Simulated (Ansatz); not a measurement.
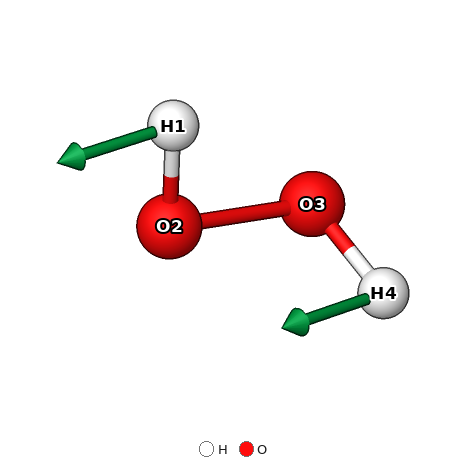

The arrows show one normal mode. Harmonic vibrations computed with RKS PBE0-D4/def2-TZVP (Ansatz 0.2.0) at a stationary point of the same level.

> What kind of motion is it?

Mostly H–O–O bending.

> Estimate its harmonic wavenumber.

1347 cm⁻¹; it is mode 3 of 6 counted from the lowest.
